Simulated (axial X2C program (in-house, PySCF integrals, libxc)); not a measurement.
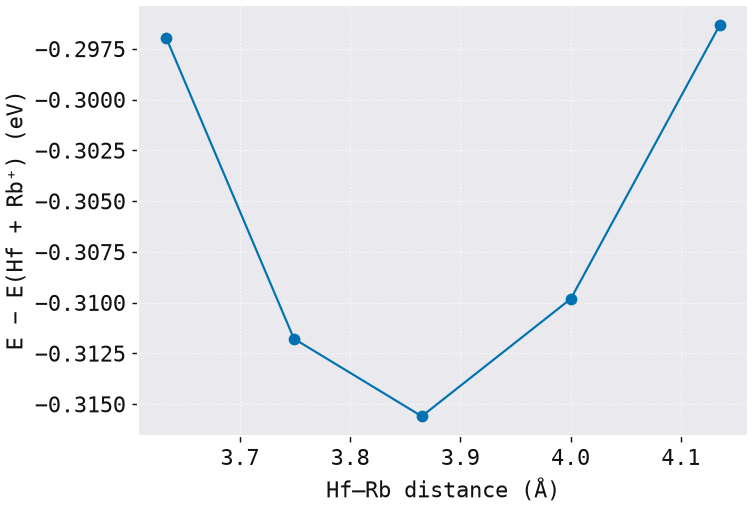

**Figure 1.** Energy at 5 bond lengths, for one set of occupations held fixed; the line joins the points. A polynomial of degree 3 through 5 points gives rₑ = 3.855 Å, ωₑ = 54.15 cm⁻¹ and Bₑ = 0.01966 cm⁻¹. The minimum lies 0.32 eV below Hf + Rb⁺, each computed as one determinant at the same level.

## Relativistic diatomic calculation for HfRb⁺

- system: HfRb⁺, single determinant with Ω = 1.
- method: PBE0, two-component X2C with atomic mean-field Coulomb and Gaunt terms, Hf dyall-v2z, Rb dyall-v2z (cores contracted) (axial X2C program (in-house, PySCF integrals, libxc))

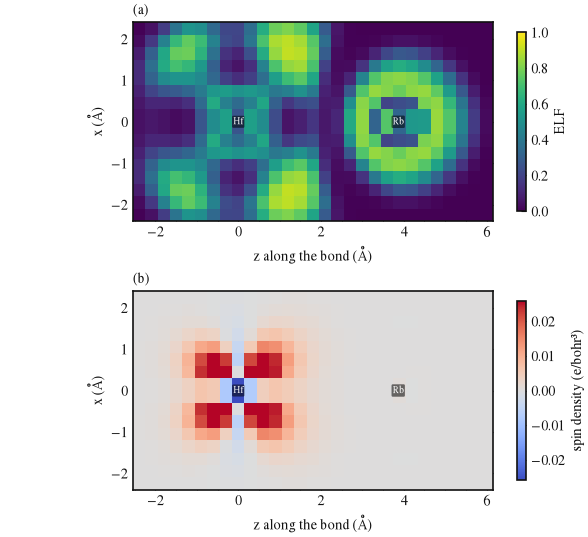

**Figure 2.** (a) electron localisation function; (b) spin density, in a plane that holds the axis, at 3.87 Å, on points 0.3 Å apart (one half computed, the other mirrored); the structure near the nuclei is finer than these points.

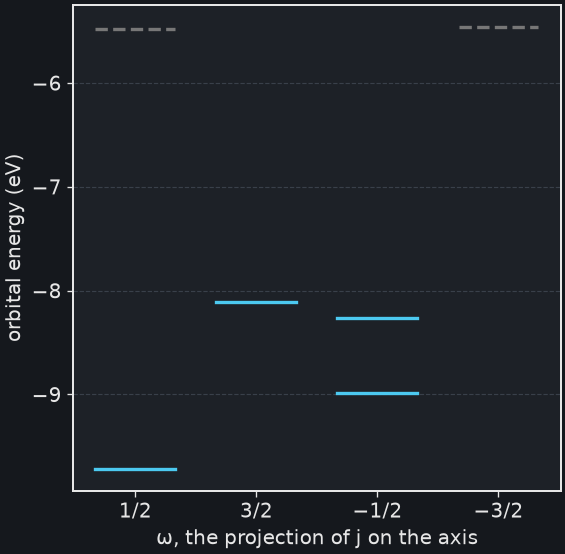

**Figure 3.** Orbital energies near the frontier at 3.87 Å, filled (solid) and empty (dashed). The highest filled spinor (3/2; 98 % Hf d) lies at −8.11 eV, the lowest empty one (1/2; 36 % Hf d, 30 % Hf p) at −5.48 eV.

These pictures come from the run below.

Input file:
```
{"zs": [72, 37], "q": 1, "bas": ["dyall-v2z", "dyall-v2z"], "levels": ["PBE0", "HF", "B97-3", "r2SCAN0"], "cc": false, "r0": 3.62, "npts": 10, "nst": 2, "ntry": 6}
```

The line is the task of a batch: nuclear charges, charge, bases, the levels to run, a first guess of the distance and further settings. This report covers PBE0 with spin-orbit coupling. The log is that of the reference distance 3.865 Å.

Launched within a batch (the task file carries these settings):
```bash
python <driver script> task.json out
```

The program's output:
```
two-component X2C + atomic mean field  PBE0
basis functions 202  fitting functions 1254  grid points 5810
iter        total energy     max residual
   1     -18055.707405543     1.08e+00
   2     -18055.822241896     2.78e-03
   3     -18055.822231162     4.12e-03
   4     -18055.822537767     3.57e-04
   5     -18055.822541871     1.73e-04
   6     -18055.822543091     8.87e-05
   7     -18055.822543698     8.24e-05
   8     -18055.822544148     7.26e-05
   9     -18055.822544948     4.96e-05
  10     -18055.822545177     3.45e-05
  11     -18055.822545264     2.45e-05
  12     -18055.822545325     1.36e-05
  13     -18055.822545343     6.65e-06
  14     -18055.822545348     3.25e-06
  15     -18055.822545349     1.51e-06
converged
one-electron -25522.37980931  Coulomb 7529.53219328  exact exchange -101.80261726  xc functional -311.99323065  nuclear repulsion 364.74206724  atomic mean-field constant -13.92114866
```

The points of the curve:

| R (Å) | E (hartree) | dipole (D; origin at the first atom, positive when the second is positive) | highest filled (eV) | lowest empty (eV) |
| --- | --- | --- | --- | --- |
| 3.633 | −18055.821860 | 12.89 | −8.33 | −5.65 |
| 3.749 | −18055.822405 | 13.49 | −8.22 | −5.55 |
| 3.865 | −18055.822545 | 14.10 | −8.11 | −5.48 |
| 4.000 | −18055.822333 | 14.84 | −8.00 | −5.44 |
| 4.136 | −18055.821836 | 15.59 | −7.89 | −5.41 |

Results in brief:

- outcome: converged
- bond length rₑ: 3.855 Å
- ωₑ: 54.15 cm⁻¹
- energy at the minimum: −18055.82255 hartree
- depth below the fragments: 0.32 eV
- hardware: 1 thread of Arm Neoverse N1, 98 GiB of memory available, shared host
- wall time: 14 s
- peak memory: 0.48 GiB

Notes:

Limits: 5 of the 10 points asked for were kept.
